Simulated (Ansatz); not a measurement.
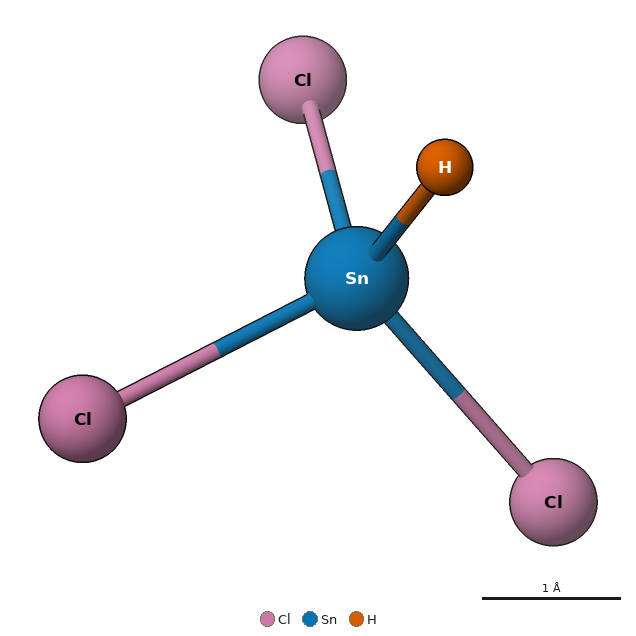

Rendered structure (ball-and-stick style).

Describe the molecule.

It has 5 atoms: 3 chlorine, 1 hydrogen and 1 tin (Cl3HSn). SMILES: `[Cl][SnH]([Cl])[Cl]`. The point group is C3v. Coordination: 1 Sn tetrahedral.

More results for the same structure follow; atom numbers are the same in all pictures, views and colours differ. The computed structure is the end point of a PBE0-D4/def2-TZVP optimisation.

## Geometry

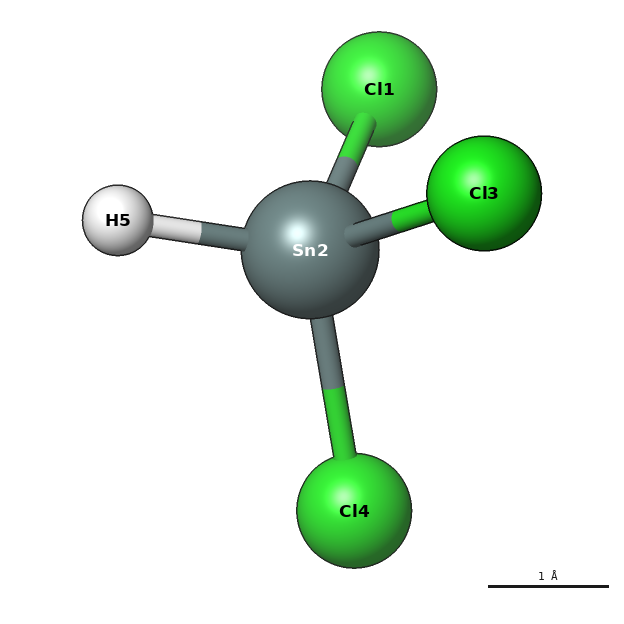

Which atoms are bonded, and how long are the bonds?

```
   bond  length (Å)
Cl1–Sn2       2.300
Sn2–Cl3       2.300
Sn2–Cl4       2.300
 Sn2–H5       1.692
```

## Electronic properties

Level of theory: RKS PBE0-D4/def2-TZVPP, core potentials on Sn (Ansatz 0.2.0).

What does the calculation give?

- HOMO energy (Kohn–Sham orbital): −9.42 eV
- LUMO energy (Kohn–Sham orbital): −2.26 eV
- HOMO–LUMO gap: 7.16 eV

## Thermal motion

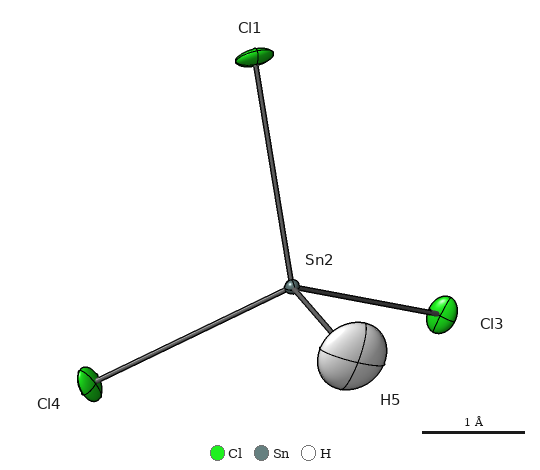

Displacement ellipsoids at the 50 % level, from the internal vibrations of the free molecule (harmonic, no overall translation or rotation; no half-axis is drawn under 0.075 Å). Vibrations computed with RKS PBE0-D4/def2-TZVP, core potentials on Sn (Ansatz 0.2.0). Temperature: 600 K.

> Which atom has the largest mean-square displacement?

H5, with U_eq = 0.0401 Å².

> Does H5 move more along its bond or across it?

Across it: the root-mean-square amplitude is 0.104 Å along the bond and up to 0.234 Å across, since bending and torsion are softer than stretching.

Give the displacement parameters, one line for each set of equivalent atoms.

```
         atom  U_eq (Å²)   rms amplitudes (Å)
Cl1, Cl3, Cl4     0.0089  0.044, 0.093, 0.128
          Sn2     0.0018  0.038, 0.038, 0.051
           H5     0.0401  0.104, 0.234, 0.234
```

## Charges

The questions are on Mulliken charges. Properties computed with RKS B3LYP-D4/def2-TZVPP, core potentials on Sn (Ansatz 0.2.0).

Give the Mulliken charges atom by atom.

```
atom  value (e)
 Cl1      −0.33
 Sn2       1.05
 Cl3      −0.33
 Cl4      −0.33
  H5      −0.07
```

Mulliken values depend strongly on the basis set and can even reverse the polarity of a bond.
